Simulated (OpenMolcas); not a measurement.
**triplet HfH4O4 at 6 levels**

Wanted: a comparison of 6 runs (UHF/def2-SVP, U-r2SCAN/def2-SVP, U-revPBE/def2-SVP, UBLYP/def2-SVP, UPBE/def2-SVP, USVWN5/def2-SVP) of triplet HfH4O4. 

The calculation is run with OpenMolcas 26.06.

2 further runs of the same task are left out: 1 that didn't finish, 1 set aside as unsound or not needed.

**1. The structure to begin with**

HfH4O4 has 9 atoms, charge 0, and is taken as a triplet. As SMILES of the parent species, `O[Hf](O)(O)O`. The coordinates come from a PBE0-D4/def2-TZVP relaxation. This is one conformer, not always the lowest. That shape belongs to the parent species and isn't relaxed for this state.

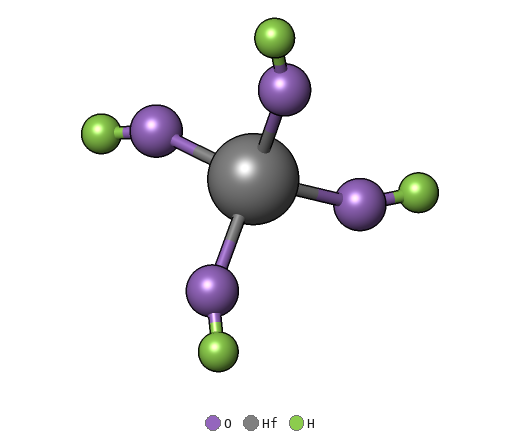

The structure, seen from a chosen angle (oxygen purple, hafnium grey, hydrogen green).

**2. A single-point energy at UHF/def2-SVP (core potential) (run 1)**

Input file job.inp:

```
* H4HfO4 Hartree-Fock
>>> EXPORT MOLCAS_PRINT=2
&GATEWAY
BasLib = $CurrDir
BasisSet
O.def2-SVP....
O1 -0.465480 0.093230 1.875660 angstrom
O3 1.882280 0.386640 -0.225910 angstrom
O4 -0.373310 -1.778130 -0.665360 angstrom
O5 -1.043620 1.298150 -0.984570 angstrom
End of Basis
BasisSet
Hf.def2-SVP....
Hf2 -0.000030 -0.000030 -0.000040 angstrom
End of Basis
BasisSet
H.def2-SVP....
H6 -0.650000 -0.255480 2.740830 angstrom
H7 2.637200 0.928630 -0.427210 angstrom
H8 -0.213580 -2.562040 -1.179310 angstrom
H9 -1.773460 1.889040 -1.134080 angstrom
End of Basis
&SEWARD
&SCF
UHF
Spin = 3
Thresholds = 1e-10 1e-07 1e-07 1e-05
PrOrbitals = 1 2
```

The basis set def2-SVP is read from a file made from the Basis Set Exchange's data (not shown).

On the command line:

```bash
$ export MOLCAS_MEM=1860
$ pymolcas job.inp > job.log
```

What it wrote:

```text
--- Start Module: gateway ---
[...]
--- Stop Module: gateway /rc=_RC_ALL_IS_WELL_ ---
--- Start Module: seward ---
[...]
      Basis functions          108
--- Stop Module: seward /rc=_RC_ALL_IS_WELL_ ---
[...]
--- Start Module: scf ---
[...]
       Convergence after  76 Iterations
[...]
::    Total SCF energy                               -348.9853331774
[...]
      Total spin, S                                     1.0417438848
[...]
      Total electronic charge=   48.000000
      Total            charge=   -0.000000
[...]
      Dipole Moment (debye):
      Origin of the operator (angstrom)=   -0.0000   -0.0000   -0.0000
                   X= -1.1724E+00               Y= -3.9750E-01               Z= -1.3649E+00           Total=  1.8427E+00
      Quadrupole Moment (debye*angstrom):
[...]
--- Stop Module: scf /rc=_RC_ALL_IS_WELL_ ---
[...]
```

Run time: 69 s. Hardware: 1 thread of Intel Xeon Platinum 8259CL at 2.50GHz (Skylake/Cascade Lake), shared host; peak memory 0.63 GiB.

**3. The energy at U-r2SCAN/def2-SVP (core potential) (run 2)**

Input file job.inp:

```
* H4HfO4 Kohn-Sham DFT
&GATEWAY
BasLib=$CurrDir
Coord
9
angstrom
O       -0.465480       0.093230       1.875660
Hf      -0.000030      -0.000030      -0.000040
O        1.882280       0.386640      -0.225910
O       -0.373310      -1.778130      -0.665360
O       -1.043620       1.298150      -0.984570
H       -0.650000      -0.255480       2.740830
H        2.637200       0.928630      -0.427210
H       -0.213580      -2.562040      -1.179310
H       -1.773460       1.889040      -1.134080
Basis=def2-SVP
Group=NoSym
&SEWARD
GridInput
Grid=UltraFine
End of Grid
&SCF
UHF
Spin=3
KSDFT=2
1.0 MGGA_X_R2SCAN
1.0 MGGA_C_R2SCAN
Thresholds=1e-10 1e-07 1e-07 1e-05
PrOrbitals=0
```

The basis set def2-SVP is read from a file made from the Basis Set Exchange's data (not shown).

On the command line:

```bash
$ export MOLCAS_MEM=1860
$ pymolcas job.inp > job.log
```

What it wrote:

```text
--- Start Module: gateway ---
[...]
--- Stop Module: gateway /rc=_RC_ALL_IS_WELL_ ---
--- Start Module: seward ---
[...]
      Basis functions          108
--- Stop Module: seward /rc=_RC_ALL_IS_WELL_ ---
[...]
--- Start Module: scf ---
[...]
       Convergence after  89 Iterations
[...]
::    Total KS-DFT energy                            -350.9708618590
[...]
      Total spin, S                                     1.0019766788
[...]
      Total electronic charge=   48.000000
      Total            charge=   -0.000000
[...]
      Dipole Moment (debye):
      Origin of the operator (angstrom)=   -0.0000   -0.0000   -0.0000
                   X=  1.1715E-02               Y=  3.5831E-03               Z=  1.3797E-02           Total=  1.8451E-02
      Quadrupole Moment (debye*angstrom):
[...]
--- Stop Module: scf /rc=_RC_ALL_IS_WELL_ ---
[...]
```

It took 8.4 min on 1 thread of Intel Xeon Platinum 8259CL at 2.50GHz (Skylake/Cascade Lake), shared host; peak memory 0.63 GiB.

Runs 3 to 5 aren't shown in full; the table further down has their settings and results.

**4. A single-point energy at USVWN5/def2-SVP (core potential) (run 6)**

Input file mol.xyz:

```xyz
9

O     -0.465480     0.093230     1.875660
Hf    -0.000030    -0.000030    -0.000040
O      1.882280     0.386640    -0.225910
O     -0.373310    -1.778130    -0.665360
O     -1.043620     1.298150    -0.984570
H     -0.650000    -0.255480     2.740830
H      2.637200     0.928630    -0.427210
H     -0.213580    -2.562040    -1.179310
H     -1.773460     1.889040    -1.134080
```

Input file job.input:

```
&GATEWAY
  BASLIB
  $CurrDir
  COORD
  mol.xyz
  BASIS
  def2-SVP
  GROUP
  NoSym

&SEWARD
  GRIDINPUT
  Grid=UltraFine
  End of Grid

&SCF
  UHF
  SPIN
  3
  KSDFT
  SVWN5
  THRESHOLDS
  1e-10 1e-07 1e-07 1e-05
  PRORBITALS
  1
```

The basis set def2-SVP is read from a file made from the Basis Set Exchange's data (not shown).

On the command line:

```bash
$ export MOLCAS_MEM=1860
$ pymolcas job.input > job.log
```

What it wrote:

```text
--- Start Module: gateway ---
[...]
--- Stop Module: gateway /rc=_RC_ALL_IS_WELL_ ---
--- Start Module: seward ---
[...]
      Basis functions          108
--- Stop Module: seward /rc=_RC_ALL_IS_WELL_ ---
[...]
--- Start Module: scf ---
[...]
       Convergence after  53 Iterations
[...]
::    Total KS-DFT energy                            -348.8556775403
[...]
      Total spin, S                                     1.0005794389
[...]
      Dipole Moment (debye):
      Origin of the operator (angstrom)=   -0.0000   -0.0000   -0.0000
                   X= -5.1602E-02               Y= -1.9982E-02               Z= -6.2510E-02           Total=  8.3484E-02
      Quadrupole Moment (debye*angstrom):
[...]
--- Stop Module: scf /rc=_RC_ALL_IS_WELL_ ---
[...]
```

Wall time 2.4 min (1 thread of Intel Xeon Platinum 8259CL at 2.50GHz (Skylake/Cascade Lake), shared host); peak memory 0.63 GiB.

**5. Overview of the runs**

```csv
run,level,integration grid,energy (Eh),dipole moment (D),HOMO energy (eV),⟨S²⟩,wall time
1,UHF/def2-SVP (core potential),–,-348.985333,1.84,-2.63,2.127,69 s
2,U-r2SCAN/def2-SVP (core potential),UltraFine,-350.970862,0.02,-1.33,2.006,8.4 min
3,U-revPBE/def2-SVP (core potential),UltraFine,-351.063222,0.03,-1.28,2.003,4.9 min
4,UBLYP/def2-SVP (core potential),UltraFine,-351.052988,0.04,-1.30,2.003,5.5 min
5,UPBE/def2-SVP (core potential),UltraFine,-350.818284,6.00,-1.40,2.003,3.4 min
6,USVWN5/def2-SVP (core potential),UltraFine,-348.855678,0.08,-1.60,2.002,2.4 min
```

**6. Outcome**

```
                                 quantity          value
                      run 6: total energy  -348.85568 Eh
                     run 6: dipole moment         0.08 D
run 6: HOMO energy (highest over α and β)       -1.60 eV
                              run 6: ⟨S²⟩          2.002
```

What this shows: The dipole moment (its size) runs from 0.02 D (U-r2SCAN/def2-SVP) to 6.00 D (UPBE/def2-SVP). So wide a spread suggests that the runs ended on unlike SCF solutions, not only an effect of the method. Totals of different functionals can't be ranked against each other. Spin contamination of the reference: run 1 ⟨S²⟩ = 2.13. All runs together took 26 min, the longest 8.4 min.
